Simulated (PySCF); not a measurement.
**C2H2S, SMILES `C=C=S`: what the electrons do**

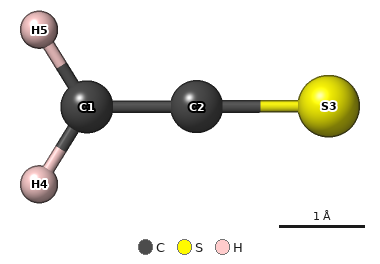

The molecule, with its atoms numbered as below. No frequency check shows the geometry to be a minimum.

Coordinates in Å:

```
C1       1.7407   -0.0002    0.0000
C2       0.4476    0.0004    0.0000
S3      -1.1087   -0.0001    0.0000
H4       2.3046    0.9165    0.0000
H5       2.3045   -0.9166    0.0000
```

## 1. In an electric field

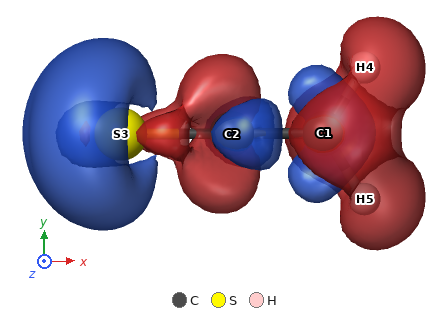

Change of the electron density in a uniform field of 0.21 V/Å, surfaces at ±0.002 e/Å³ (red: gain, blue: loss).

PySCF calculation, B3LYP/def2-SVPD, gas phase; geometry: GFN2-xTB.

> Along which Cartesian direction does the field point?

Along −x: electrons gather on the +x side, against the field.

> How large is the response?

The induced dipole is 0.77 D (along the field); α along this axis, from the fields in both directions, is 76 bohr³ (11.3 Å³).

> Which atoms gain and lose the most charge?

Electrons gather most on C1 (Hirshfeld charge changes by −0.015 e) and leave S3 most (+0.038 e); 0.054 electrons are displaced in all.

## 2. Removing or adding an electron

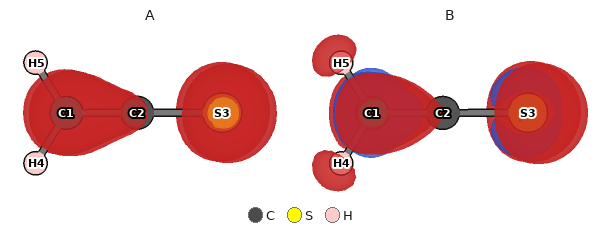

The Fukui function f⁻ from two separate SCF calculations and the density of the HOMO, at ±0.03 e/Å³ (red positive, blue negative).

PySCF calculation, BLYP/cc-pVTZ, gas phase; geometry: GFN2-xTB. This is a single-reference result, which may miss multireference character in this system.

> Which panel is which, and how good is the frozen-orbital picture?

B is f⁻ (it has negative regions), A the HOMO density. The HOMO lies on S3 (50 %), C1 (32 %) and C2 (12 %); f⁻ (Hirshfeld-condensed) is largest on S3 (0.48); the vertical ionisation energy is 8.72 eV. Relaxation shifts 10 % of the electron between atoms. The orbital energy is −5.37 eV.

## 3. The π system

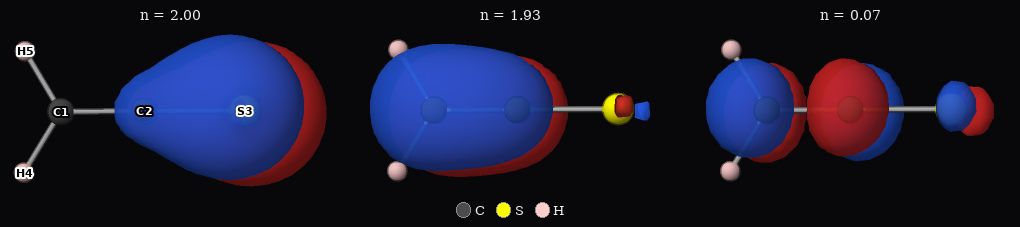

Natural orbitals of the π active space, CASSCF(4,3), singlet state, in order of falling occupation.

Computed with PySCF, cc-pVTZ basis, geometry: GFN2-xTB.

> How multiconfigurational is the state?

The leading determinant weighs 0.97; the effective number of unpaired electrons, Σ n²(2−n)², is 0.03; the most occupied of the weakly occupied orbitals holds 0.07 e, as in an ordinary closed-shell π system. The active space lowers the energy by 0.66 eV against Hartree–Fock.

> Where does the lowest triplet lie relative to the singlet, at this geometry and within this active space?

4.38 eV above it by strongly contracted NEVPT2 (+4.51 eV by CASSCF); a small basis tends to put such gaps a few tenths of an eV too high. This is a vertical energy for π states alone; a state that uses lone pairs or σ orbitals may lie lower.
